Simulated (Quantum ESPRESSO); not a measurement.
# Energy and gap at +3 % biaxial strain: 1T-SrClBr, 1 layer

Method. Quantum ESPRESSO 7.5 driven by ASE, PBE, GBRV ultrasoft, ESM (bc1); atomic heights clamped; cell area 17.668 Å² at zero strain.

| strain (%) | energy (meV a cell) | gap on the mesh (eV) |
| --- | --- | --- |
| −3 | 46.44 | 5.494 |
| −1.5 | 11.48 | 5.406 |
| 0 | 0.00 | 5.315 |
| +1.5 | 9.47 | 5.199 |

**Question.** What are energy and gap at +3 %, and how stiff is the sheet?

**Fit.** About zero, E'' = (11.48 + 9.47 − 2 × 0.00)/1.5² = 9.31 meV per %² and E' = (9.47 − 11.48)/3 = −0.67 meV per %. With E = A K ε², where K = (C11 + C22)/2 + C12 (C11 + C12 for a hexagonal sheet), K = 9.31 × 10/(2 × 17.668) × 16.02 = 42 N/m. The parabola gives E(+3 %) = 0.00 + 3 × (−0.67) + 4.5 × 9.31 = 39.9 meV. Continuing the last slope, the gap is 2 × 5.199 − 5.315 = 5.083 eV.

**The withheld run.** E = 37.7 meV and the gap 5.085 eV. The parabola misses by +2.2 meV, too high, since bonds soften under tension. The gap's line misses by −0.002 eV.

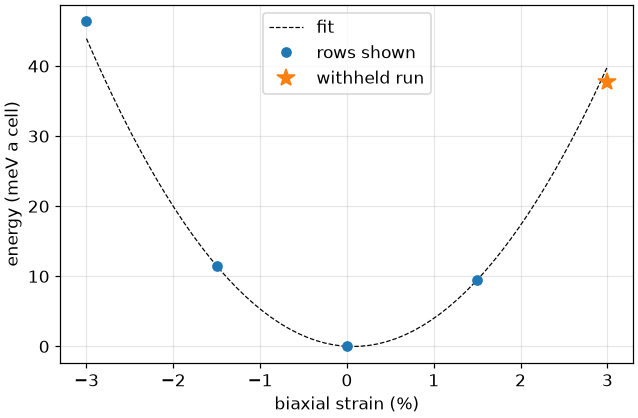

The rows shown, the fit and the withheld run.

**Limits.** Clamped heights stiffen sheets with several planes. Semilocal gap, no spin-orbit coupling.
